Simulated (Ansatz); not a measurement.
# BaZnPF (P4/nmm): G0W0 under other settings

A base run on BaZnPF (P4/nmm), then changed inputs.

Method: G0W0 on PBE, plane waves, PAW; PAW set soft_1, in Ansatz 0.2.0.

**1. Starting point**

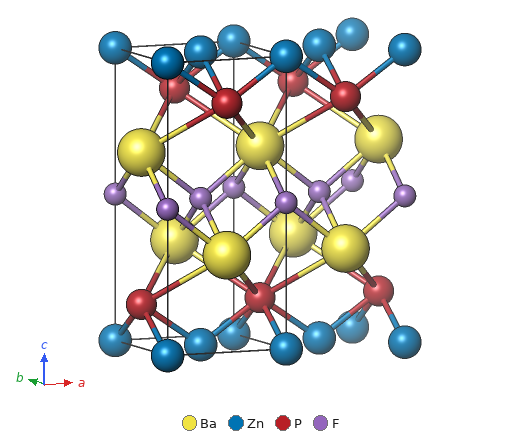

The starting structure, seen slightly off an axis (barium yellow, zinc blue, phosphorus red, fluorine purple). 2×1×1 cells are drawn. Some periodic images of atoms are drawn too.

The cell and positions come from the Crystallography Open Database and are kept as given unless a step says otherwise. Spin-orbit coupling is left out unless a step names it.

**2. The base run: 4×4×2 mesh, 370 empty bands, screening to 100 eV, PAW set soft_1 files**

G0W0 replaces the xc potential by the self-energy, built once from these orbitals. Only a window of levels is corrected, while the sums run over the empty bands that the input names. This step takes PAW set soft_1 files.

input.yaml

```yaml
crystal:
  lattice:
    - [4.15634, 0.0, 0.0]
    - [0.0, 4.15634, 0.0]
    - [0.0, 0.0, 9.45743]
  atoms:
    - { symbol: Ba, position: [0.5, 0.0, 0.33177] }
    - { symbol: Ba, position: [0.0, 0.5, 0.66823] }
    - { symbol: Zn, position: [0.5, 0.5, 0.0] }
    - { symbol: Zn, position: [0.0, 0.0, 0.0] }
    - { symbol: P, position: [0.0, 0.5, 0.1491] }
    - { symbol: P, position: [0.5, 0.0, 0.8509] }
    - { symbol: F, position: [0.5, 0.5, 0.5] }
    - { symbol: F, position: [0.0, 0.0, 0.5] }
kpoints:
  mp_grid: { grid: [4, 4, 2] }
hamiltonian:
  xc: pbe
  pseudopotentials: { kind: paw, azcp: { folder: soft_1 } }
scf:
  occupations: { method: fixed }
gw:
  n_empty_bands: 370
  ecut_chi: 100
  qp_bands: [v2, c2]
  qp_kpoints: band_edges
  screening: { model: contour_deformation }
```

Started as:

```sh
$ ansatz run input.yaml --threads 2 --pin off --max-ram 92160MiB --backend cuda --events-out ev --progress --plain --runs-dir out --devices 1 --max-vram 13GiB
```

Numbers of over 12 decimals in the logs are rounded to 6 here.

Output:

```text
GPUs: using 1 of 1 available (devices: 1).
Engine: ansatz 0.2.0, x86_64-unknown-linux-gnu
Pseudopotentials: kind: paw
Pseudopotential: Ba, paw, valence charge 10, recommended cutoff 420 eV (normal), soft_1/Ba.paw.azcp
Pseudopotential: Zn, paw, valence charge 12, recommended cutoff 420 eV (normal), soft_1/Zn.paw.azcp
Pseudopotential: P, paw, valence charge 5, recommended cutoff 420 eV (normal), soft_1/P.paw.azcp
Pseudopotential: F, paw, valence charge 7, recommended cutoff 420 eV (normal), soft_1/F.paw.azcp
Functional definition: PBE
  parameter kappa = 0.804
  parameter beta = 0.066725
  exchange = pbe_x(kappa = kappa, mu = beta*pi^2/3)
  correlation = pbe_c(beta = beta)
device memory: the entry about to start is reckoned to put 1.4 GiB on a device that reports 40.8 GiB free (of which the cap on the GPU budget leaves the run 13.0 GiB)
GPU FFT provider: cuFFT
GPU libraries: cuBLAS 13.8.2, cuFFT 12.4.0, cuSOLVER 12.3.4
Crystal: 8 atoms, lattice volume = 163.379 Å³
Basis set: ecut = 420 eV, 3159 PW (Γ)
Bands: 42, of which v1, the nominal top of the filled ones, is band 34 counted from 1 (33 counted from 0)
Symmetry: 16 space group operations
Space group: P4/nmm (ITA 129), of the structure as read, at distance tolerance 5.5e-5 Å
k-points: 12 of 32
Non-local potential: Ba, projectors of the file, l = 0: 3, l = 1: 2, l = 2: 2, l = 3: 2
Non-local potential: Zn, projectors of the file, l = 0: 2, l = 1: 2, l = 2: 3, l = 3: 1
Non-local potential: P, projectors of the file, l = 0: 2, l = 1: 2, l = 2: 1
Non-local potential: F, projectors of the file, l = 0: 2, l = 1: 2, l = 2: 1
PAW form: soft (Blöchl's): semilocal exchange-correlation on the pseudo side does not see the compensation charge
PAW one-centre angular grid: Ba, 194 points (default); XC on 64 Gauss nodes
PAW one-centre angular grid: Zn, 590 points (default); XC on 64 Gauss nodes
PAW one-centre angular grid: P, 110 points (default); XC on 64 Gauss nodes
PAW one-centre angular grid: F, 110 points (default); XC on 64 Gauss nodes
Initial density: superposition of atomic densities (chi_scale 0.1, normalization cell, long waves 94 % of neutral atoms (reshape's long-wave potential 1.94 eV rms, cloud 3.22 Å wide))
Initial wavefunctions: pseudopotential atomic-orbital guess
GPU buffer pool allocated for 57600 grid points (all kernels)
GPU transforms: local potential and band sums: pruned to the plane-wave sphere, on 27×27×64
Functional: x = pbe(κ = 0.804, μ = 0.219515), c = pbe(β = 0.066725)
SCF iter   1: F=—  HF=-21730.007393 eV  |F-HF|=—  |Δ(HF+E_count)|=         —  Δρ=4.95e-1  dr2=1.13e3  ethr=3.10e-3  ⟨swp⟩=5.9  Hψ=2268  notcnv=0  defer=62
preconditioner: auto → Resta (q_TF=auto, 2.357 Å⁻¹)  ε∞=5.1  [insulator: Δε(μ)=0.047 eV  Ē_g=11.546 eV  n_scr=38 (ndim 8)  ℏωp=23.2 eV  f_vac=0.000  ε∞_Penn≈5.1]
[...]
E_band       = -39.176458
  E_kinetic    = 1147.524045
  E_local      = -6444.984110  (includes V_loc(G=0)·N_el)
  E_nonlocal   = 2063.862890
  E_hartree    = 2479.308278
  E_xc         = -855.529437
  E_vxc        = -681.095643  (∫ρ·V_xc dr)
  E_paw        = -15711.288806  (= ΣΔE_a)
  E_vpaw       = -1083.114505  (= ΣTr[D̂ρ^β])
  E_aug_tail   = 0.000847  (compensation charges beyond the density's cutoff)
  E_ewald      = -4354.056797
  E_smearing   = -0.000000  (= −TS)
  E_closure    = 0.000000  (closes the sum)
  Σ components = -21675.163090   (vs F -21675.163090, Δ=0.00e0)
--- Band table (eV; the first three rows and the last of 12) ---
  k-point 0: bands = [... 30 lower, 6.3017, 7.9497, 8.4923, 8.4923, 8.9169, 10.1166, 10.7925, 10.9150, ... 4 higher]
  k-point 1: bands = [... 30 lower, 6.3001, 7.6929, 8.4865, 8.4865, 9.0222, 10.2518, 10.3402, 11.4957, ... 4 higher]
  k-point 2: bands = [... 30 lower, 6.7118, 7.2571, 7.9723, 8.2658, 9.9655, 11.0607, 11.2548, 11.9465, ... 4 higher]
  k-point 11: bands = [... 30 lower, 6.0887, 6.0887, 6.1002, 6.1002, 11.1967, 11.1967, 11.7670, 11.7670, ... 4 higher]
--- G₀W₀: contour deformation, 8 samples at zero and on the imaginary axis and 2 off it, 32 q-points, 370 empty bands' worth ---
  eigenvalues of the whole cell's RPA ε∞ on this k-mesh (on a slab, of 1 + 4πα/V) = 4.5133, 10.0746, 10.0746; static W/v taken at q = 0 is 0.116345
  gw.qp_kpoints: band_edges: 8 of 12 stored k-points solved, in 1 pass; an edge of the gap read off the rows below is read off those points alone
    valence top: of the k-points left out ik 7 came nearest to being solved in a further pass, in band 34 (counted from 1, as in the quasiparticle table): it holds the edge there only if its correction is more favourable than any solved in that band by at least 0.808 eV; those differ by 0.064 eV
    conduction bottom: of the k-points left out ik 8 came nearest to being solved in a further pass, in band 36 (counted from 1, as in the quasiparticle table): it holds the edge there only if its correction is more favourable than any solved in that band by at least 2.076 eV; those differ by 0.204 eV
    ik  band        ε_KS         Σx   Σc(E_QP)       V_xc       Z   E_QP_lin       E_QP  E_QP is
     0    33      8.4923   -18.1331     1.5629   -16.0471  0.7544     7.9651     7.9692  root
     0    34      8.4923   -18.1331     1.5629   -16.0471  0.7544     7.9651     7.9692  root
     0    35      8.9169    -9.2376    -3.5128   -13.1019  0.7820     9.2699     9.2684  root
     0    36     10.1166    -8.7832    -3.5597   -12.5042  0.7853    10.2784    10.2780  root
     1    33      8.4865   -18.0946     1.5578   -16.0131  0.7544     7.9587     7.9628  root
     1    34      8.4865   -18.0946     1.5578   -16.0131  0.7544     7.9587     7.9628  root
     1    35      9.0222    -9.6648    -3.5008   -13.5411  0.7799     9.3994     9.3977  root
     1    36     10.2518    -8.3638    -3.6819   -12.2218  0.7845    10.4284    10.4279  root
[...]
11    33      6.1002   -15.6355     2.1792   -12.8748  0.7297     5.5076     5.5188  root
    11    34      6.1002   -15.6355     2.1792   -12.8748  0.7297     5.5076     5.5188  root
    11    35     11.1967    -8.4219    -3.7696   -12.4214  0.7817    11.4274    11.4266  root
    11    36     11.1967    -8.4219    -3.7696   -12.4214  0.7817    11.4274    11.4266  root
[key lines of the parts left out:]
SCF converged after 14 iterations
Free energy (F): -21675.163090 eV
Fermi energy:    8.492344 eV
```

Run time: 36 s. Hardware: 1 × NVIDIA H100 80GB HBM3 (shared by 6 runs) with 2 threads of AMD EPYC 7R13 (Zen 3), shared host; peak memory 1.7 GiB; 59 s of CPU time.

Numbers from this step:

- bands summed: 404
- RPA ε∞ on this mesh (eigenvalues): 4.513, 10.07, 10.07
- plane waves in the screening matrix: 379
- q-points in the mesh: 32
- G0W0 gap on the mesh: 1.299 eV
- k of the valence top: 0, 0, 0
- k of the conduction bottom: 0, 0, 0
- starting gap on the mesh: 0.4246 eV
- Z at the valence top: 0.7544
- Z at the conduction bottom: 0.7820
- least direct G0W0 gap on the computed points: 1.299 eV

The gap on the mesh goes from 0.42 eV to 1.30 eV, a correction of +0.87 eV. Between the two edge states, bare exchange in place of the xc potential would open the gap by 5.95 eV, and correlation takes back 5.08 eV.

**3. Variant: fewer bands**

Changes to input.yaml since step 2:

```diff
@@ -22,3 +22,3 @@
 gw:
-  n_empty_bands: 370
+  n_empty_bands: 74
   ecut_chi: 100
```

Output:

```text
GPUs: using 1 of 1 available (devices: 1).
[...]
GPU FFT provider: cuFFT
GPU libraries: cuBLAS 13.8.2, cuFFT 12.4.0, cuSOLVER 12.3.4
Crystal: 8 atoms, lattice volume = 163.379 Å³
Basis set: ecut = 420 eV, 3159 PW (Γ)
Bands: 42, of which v1, the nominal top of the filled ones, is band 34 counted from 1 (33 counted from 0)
[... 1 set-up line as in the run before ...]
[...]
k-points: 12 of 32
[...]
GPU buffer pool allocated for 57600 grid points (all kernels)
[...]
SCF iter   1: F=—  HF=-21730.007393 eV  |F-HF|=—  |Δ(HF+E_count)|=         —  Δρ=4.95e-1  dr2=1.13e3  ethr=3.10e-3  ⟨swp⟩=5.9  Hψ=2268  notcnv=0  defer=62
[...]
SCF iter  14: F=-21675.163090 eV  HF=-21675.163090 eV  |F-HF|=8.66e-8  |Δ(HF+E_count)|=   9.89e-8  Δρ=1.00e-5  dr2=8.89e-8  ethr=1.47e-10  ⟨swp⟩=15.9  Hψ=2832  notcnv=0
SCF 1 converged in 14 iterations: F = -21675.163090 eV  dr2 = 8.89e-8
[...]
NSCF: frozen V_eff on 12 k-points
[...]
G₀W₀ screening: q 1/12
[... further progress lines ...]
SCF converged after 14 iterations
Free energy (F): -21675.163090 eV
[...]
Internal energy: -21675.163090 eV  (E = F + TS)
E sigma→0 (E₀):  -21675.163090 eV
Fermi energy:    8.492344 eV
[...]
--- Band table (eV; the first three rows and the last of 12) ---
  k-point 0: bands = [... 30 lower, 6.3017, 7.9497, 8.4923, 8.4923, 8.9169, 10.1166, 10.7925, 10.9150, ... 4 higher]
  k-point 1: bands = [... 30 lower, 6.3001, 7.6929, 8.4865, 8.4865, 9.0222, 10.2518, 10.3402, 11.4957, ... 4 higher]
  k-point 2: bands = [... 30 lower, 6.7118, 7.2571, 7.9723, 8.2658, 9.9655, 11.0607, 11.2548, 11.9465, ... 4 higher]
  k-point 11: bands = [... 30 lower, 6.0887, 6.0887, 6.1002, 6.1002, 11.1967, 11.1967, 11.7670, 11.7670, ... 4 higher]
[...]
0    33      8.4923   -18.1331     2.0602   -16.0471  0.7559     8.4665     8.4665  root
     0    34      8.4923   -18.1331     2.0602   -16.0471  0.7559     8.4665     8.4665  root
     0    35      8.9169    -9.2376    -2.8928   -13.1019  0.7841     9.9021     9.8883  root
     0    36     10.1166    -8.7832    -3.0905   -12.5042  0.7869    10.7541    10.7472  root
     1    33      8.4865   -18.0946     2.0550   -16.0131  0.7559     8.4600     8.4600  root
     1    34      8.4865   -18.0946     2.0550   -16.0131  0.7559     8.4600     8.4600  root
     1    35      9.0222    -9.6648    -2.8712   -13.5411  0.7820    10.0423    10.0272  root
     1    36     10.2518    -8.3638    -3.1993   -12.2218  0.7863    10.9180    10.9104  root
[...]
11    33      6.1002   -15.6355     2.6398   -12.8748  0.7303     5.9790     5.9794  root
    11    34      6.1002   -15.6355     2.6398   -12.8748  0.7303     5.9790     5.9794  root
    11    35     11.1967    -8.4219    -3.2644   -12.4214  0.7841    11.9423    11.9318  root
    11    36     11.1967    -8.4219    -3.2644   -12.4214  0.7841    11.9423    11.9318  root
```

It took 20 s on 1 × NVIDIA H100 80GB HBM3 (shared by 6 runs) with 2 threads; peak memory 1.4 GiB.

Against the base:

| setting | base | variant |
| --- | --- | --- |
| empty bands | 370 | 74 |

```csv
quantity,variant,base
starting gap on the mesh,0.425,0.425
G0W0 gap on the mesh,1.422,1.299
least direct G0W0 gap on the computed points,1.422,1.299
Z at the valence top,0.756,0.754
Z at the conduction bottom,0.784,0.782
```

**4. Outcome**

```
base        : 1.30 eV, 36 s
fewer bands : 1.42 eV, 20 s
```

Fewer bands: the gap moves by +0.12 eV; such settings are too crude to quote. All runs here use a coarse mesh and modest cutoffs; they test settings and are not final values. The 4×4×2 mesh is coarse for this cell (its supercell is 17 Å along the shortest edge). The RPA ε∞ on it, from the PBE start, is 4.51 and 10.07; such meshes misread the long-range screening, most where the gap is narrow. A d shell, filled or nearly so, lies near the gap. One-shot GW converges very slowly in bands there, not always from below, and on a semilocal start the gap tends to come out low; starts rich in exact exchange can overshoot instead. The many-body steps are scalar-relativistic: spin-orbit coupling is not in them.

[Paths, hosts, dates, memory and timing lines, banners, echoed tables and standing remarks are left out of the program output.]

[Logs are printed without paths, hosts, clocks, repeated set-up lines and the standing remarks that a program may print on its own settings, such as how far it seeks lower states.]

[Runs of the session that timed out or met a known fault of the program may be left out.]

[Cells called generated may have been cut or substituted from an entry of the Crystallography Open Database or the Materials Project.]

[Hosts, paths, dates, database ids (printed as entryN), source tags and the programs' standing remarks are cut or masked in the printed files.]
